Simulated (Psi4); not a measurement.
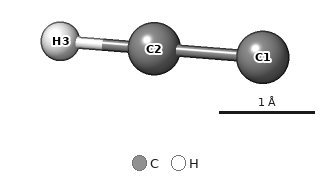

Fig. 1: The input geometry (ball-and-stick view, seen at a tilt; atoms are numbered from 1 in the order of the input).

**C₂H: single-point calculation**

System: C₂H, multiplicity 2.
Method: PBE0/cc-pVDZ, UKS (Psi4 1.11).

The geometry comes from this level: PBE0-D4/def2-TZVPD.

Log:
```
Psi4 1.11 release

   => Loading Basis Set <=

    Name: CC-PVDZ
    Role: ORBITAL
    Keyword: BASIS

         ---------------------------------------------------------
                                   SCF
                              UKS Reference
                        1 Threads,   1525 MiB Core
         ---------------------------------------------------------

  ==> Geometry <==

    Molecular point group: c1
    Full point group: Cs

    Geometry (in Angstrom), charge = 0, multiplicity = 2:

       Center              X                  Y                   Z               Mass
    ------------   -----------------  -----------------  -----------------  -----------------
         C           -0.636493439646    -0.259520166654    -0.000000000000    12.000000000000
         C            0.510363708268     0.208055091756     0.000000000000    12.000000000000
         H            1.501805103206     0.612785829905     0.000000000000     1.007825032230

  Running in c1 symmetry.

  Rotational constants: A = 98228029.62260  B =      1.40876  C =      1.40876 [cm^-1]
  Rotational constants: A = 2944802244505.69678  B =  42233.50994  C =  42233.50933 [MHz]
  Nuclear repulsion =   19.721480042233342

  Charge       = 0
  Multiplicity = 2
  Electrons    = 13
  Nalpha       = 7
  Nbeta        = 6

  ==> Algorithm <==

  SCF Algorithm Type is PK.
  DIIS enabled.
  MOM disabled.
  Fractional occupation disabled.
  Guess Type is SAD.
  Energy threshold   = 1.00e-08
  Density threshold  = 1.00e-08
  Integral threshold = 1.00e-12

  ==> Primary Basis <==

  Basis Set: CC-PVDZ
    Blend: CC-PVDZ
    Number of shells: 15
    Number of basis functions: 33
    Number of Cartesian functions: 35
    Spherical Harmonics?: true
    Max angular momentum: 2

  ==> DFT Potential <==

   => LibXC <=

    Version 7.1.2

   => Composite Functional: PBE0 <=

    PBE0 Hyb-GGA Exchange-Correlation Functional

    Deriv               =              1
    GGA                 =           TRUE
    Meta                =          FALSE

    Exchange Hybrid     =           TRUE
    MP2 Hybrid          =          FALSE

   => Exchange Functionals <=

    0.7500   Perdew, Burke & Ernzerhof

   => Exact (HF) Exchange <=

    0.2500               HF

   => Correlation Functionals <=

    1.0000   Perdew, Burke & Ernzerhof

   => LibXC Density Thresholds  <==

    XC_HYB_GGA_XC_PBEH:  1.00E-15

   => Molecular Quadrature <=

    Radial Scheme          =       TREUTLER
    Pruning Scheme         =           NONE
    Nuclear Scheme         =       TREUTLER

    Blocking Scheme        =         OCTREE
    BS radius alpha        =              1
    Pruning alpha          =              1
    Radial Points          =             99
    Spherical Points       =            590
    Total Points           =         166816
    Total Blocks           =           1295
    Max Points             =            256
    Max Functions          =             33
    Weights Tolerance      =       1.00E-15

  ==> Integral Setup <==

  Using in-core PK algorithm.
   Calculation information:
      Number of atoms:                   3
      Number of AO shells:              15
      Number of primitives:             49
      Number of atomic orbitals:        35
      Number of basis functions:        33

      Integral cutoff                 1.00e-12
      Number of threads:                 1

  Performing in-core PK
  Using 315282 doubles for integral storage.
  We computed 7260 shell quartets total.
  Whereas there are 7260 unique shell quartets.

  ==> DiskJK: Disk-Based J/K Matrices <==

    J tasked:                  Yes
    K tasked:                  Yes
    wK tasked:                  No
    Memory [MiB]:              983
    Schwarz Cutoff:          1E-12

  Cached 100.0% of DFT collocation blocks in 0.158 [GiB].

  Minimum eigenvalue in the overlap matrix is 2.6727511881E-03.
  Reciprocal condition number of the overlap matrix is 7.3148746067E-04.
    Using symmetric orthogonalization.

  ==> Pre-Iterations <==

  SCF Guess: Superposition of Atomic Densities via on-the-fly atomic UHF (no occupation information).

   -------------------------
    Irrep   Nso     Nmo
   -------------------------
     A         33      33
   -------------------------
    Total      33      33
   -------------------------

  ==> Iterations <==

                        Total Energy        Delta E     RMS |[F,P]|

   @UKS iter SAD:   -75.93946647188814   -7.59395e+01   0.00000e+00
   @UKS iter   1:   -76.39589771683052   -4.56431e-01   1.33819e-02 ADIIS/DIIS
   @UKS iter   2:   -76.30611210864804    8.97856e-02   1.79609e-02 ADIIS/DIIS
   @UKS iter   3:   -76.48567834929874   -1.79566e-01   6.24751e-03 ADIIS/DIIS
   @UKS iter   4:   -76.51063503457461   -2.49567e-02   6.10285e-04 ADIIS/DIIS
   @UKS iter   5:   -76.51111411258633   -4.79078e-04   1.98759e-04 ADIIS/DIIS
   @UKS iter   6:   -76.51131474958319   -2.00637e-04   1.11795e-04 ADIIS/DIIS
   @UKS iter   7:   -76.51141169177174   -9.69422e-05   1.77577e-05 DIIS
   @UKS iter   8:   -76.51141226696733   -5.75196e-07   2.36519e-06 DIIS
   @UKS iter   9:   -76.51141227360182   -6.63449e-09   3.69550e-07 DIIS
   @UKS iter  10:   -76.51141227383103   -2.29207e-10   8.72789e-08 DIIS
   @UKS iter  11:   -76.51141227383934   -8.31335e-12   1.08100e-08 DIIS
   @UKS iter  12:   -76.51141227383948   -1.42109e-13   4.46638e-09 DIIS
  Energy and wave function converged.

  ==> Post-Iterations <==

   Electrons on quadrature grid:
      Nalpha   =    6.9999999886 ; deviation = -1.142e-08
      Nbeta    =    5.9999999889 ; deviation = -1.108e-08
      Ntotal   =   12.9999999775 ; deviation = -2.250e-08

   @Spin Contamination Metric:   4.725818115E-02
   @S^2 Expected:                7.500000000E-01
   @S^2 Observed:                7.972581812E-01
   @S   Expected:                5.000000000E-01
   @S   Observed:                5.000000000E-01

    Orbital Energies [Eh]
    ---------------------

    Alpha Occupied:

       1A    -10.311441     2A    -10.268910     3A     -0.789494
       4A     -0.570692     5A     -0.420050     6A     -0.320006
       7A     -0.320006

    Alpha Virtual:

       8A      0.022225     9A      0.022225    10A      0.098379
      11A      0.280788    12A      0.375010    13A      0.470865
      14A      0.470865    15A      0.582264    16A      0.583312
      17A      0.583313    18A      0.753112    19A      0.963783
      20A      1.014707    21A      1.014707    22A      1.026340
      23A      1.026340    24A      1.113566    25A      1.389626
      26A      1.389626    27A      1.516184    28A      1.516184
      29A      1.805329    30A      2.141192    31A      2.141193
      32A      2.159028    33A      2.996897

    Beta Occupied:

       1A    -10.287032     2A    -10.270276     3A     -0.769229
       4A     -0.558321     5A     -0.304606     6A     -0.304606

    Beta Virtual:

       7A     -0.173460     8A      0.050936     9A      0.050936
      10A      0.100230    11A      0.305730    12A      0.411090
      13A      0.478649    14A      0.478649    15A      0.599230
      16A      0.599230    17A      0.652861    18A      0.750368
      19A      0.988257    20A      1.025521    21A      1.025521
      22A      1.051872    23A      1.051872    24A      1.141892
      25A      1.406695    26A      1.406695    27A      1.555191
      28A      1.555191    29A      1.854865    30A      2.162765
      31A      2.162765    32A      2.195199    33A      3.006222

    Final Occupation by Irrep:
              A
    DOCC [     6 ]
    SOCC [     1 ]
    NA   [     7 ]
    NB   [     6 ]

  @UKS Final Energy:   -76.51141227383948

   => Energetics <=

    Nuclear Repulsion Energy =             19.7214800422333418
    One-Electron Energy =                -141.0222961801339920
    Two-Electron Energy =                  53.0992368986313608
    DFT Exchange-Correlation Energy =      -8.3098330345701967
    Empirical Dispersion Energy =           0.0000000000000000
    VV10 Nonlocal Energy =                  0.0000000000000000
    Total Energy =                        -76.5114122738394826

  UHF NO Occupations:
  HONO-2 :    5  A 1.9883011
  HONO-1 :    6  A 1.9883011
  HONO-0 :    7  A 1.0000000
  LUNO+0 :    8  A 0.0116989
  LUNO+1 :    9  A 0.0116989
  LUNO+2 :   10  A 0.0002028
  LUNO+3 :   11  A 0.0001653

Computation Completed

Properties will be evaluated at   0.000000,   0.000000,   0.000000 [a0]

Properties computed using the SCF density matrix

 Multipole Moments:

 ------------------------------------------------------------------------------------
     Multipole            Electronic (a.u.)      Nuclear  (a.u.)        Total (a.u.)
 ------------------------------------------------------------------------------------

 L = 1.  Multiply by 2.5417464519 to convert [e a0] to [Debye]
 Dipole X            :         -1.1251401            1.4078964            0.2827563
 Dipole Y            :         -0.4592119            0.5744680            0.1152561
 Dipole Z            :         -0.0000000            0.0000000           -0.0000000
 Magnitude           :                                                    0.3053442

 ------------------------------------------------------------------------------------

	total time  =          3 seconds =       0.05 minutes

  Variable Map:
  ----------------------------------------------------------------------------
  "CURRENT ENERGY"              =>     -76.511412273839
  "CURRENT REFERENCE ENERGY"    =>     -76.511412273839
  "DD SOLVATION ENERGY"         =>       0.000000000000
  "DFT FUNCTIONAL TOTAL ENERGY" =>     -76.511412273839
  "DFT TOTAL ENERGY"            =>     -76.511412273839
  "DFT VV10 ENERGY"             =>       0.000000000000
  "DFT XC ENERGY"               =>      -8.309833034570
  "GRID ELECTRONS ALPHA"        =>       6.999999988579
  "GRID ELECTRONS BETA"         =>       5.999999988918
  "GRID ELECTRONS TOTAL"        =>      12.999999977497
  "NUCLEAR REPULSION ENERGY"    =>      19.721480042233
  "ONE-ELECTRON ENERGY"         =>    -141.022296180134
  "PCM POLARIZATION ENERGY"     =>       0.000000000000
  "PE ENERGY"                   =>       0.000000000000
  "SCF ITERATION ENERGY"        =>     -76.511412273839
  "SCF ITERATIONS"              =>      12.000000000000
  "SCF TOTAL ENERGY"            =>     -76.511412273839
  "TWO-ELECTRON ENERGY"         =>      53.099236898631
  "XC GRID RADIAL POINTS"       =>      99.000000000000
  "XC GRID SPHERICAL POINTS"    =>     590.000000000000
  "XC GRID TOTAL POINTS"        =>  166816.000000000000

  Array Variable Map:
  ----------------------------------------------------------------------------
  "CURRENT DIPOLE"              =>       0.282756302562 ... -0.000000000002 1 by 3
  "SCF DIPOLE"                  =>       0.282756302562 ... -0.000000000002 1 by 3
  "SCF TOTAL ENERGIES"          =>     -75.939466471888 ... -76.511412273839 1 by 13

    Psi4 run time: 0:00:03.37
```

This output came from the following input.

The input (c2h.inp):
```
memory 1.6 GB

molecule mol {
  0 2
  C      0.629700     0.896400     0.445600
  C     -0.029800    -0.042400    -0.020900
  H     -0.599900    -0.854000    -0.424700
  symmetry c1
}

set {
  basis                cc-pVDZ
  reference            uks
  puream               true
  scf_type             pk
  dft_radial_points    99
  dft_spherical_points 590
  d_convergence        1e-08
  e_convergence        1e-08
  maxiter              150
}

e, wfn = energy("pbe0", return_wfn=True)
print_variables()
```

Command:
```bash
psi4 c2h.inp c2h.out -n 1
```

Key numbers:

```json
{"quantity": "outcome", "value": "converged"}
{"quantity": "total energy", "value": "−76.511412 hartree"}
{"quantity": "basis functions", "value": "33"}
{"quantity": "⟨S²⟩", "value": "0.797"}
{"quantity": "dipole moment", "value": "0.78 D"}
{"quantity": "hardware", "value": "1 thread of AMD EPYC (Zen 5), 64 GiB of memory available, shared host"}
{"quantity": "wall time", "value": "4.2 s"}
{"quantity": "peak memory", "value": "0.39 GiB"}
```
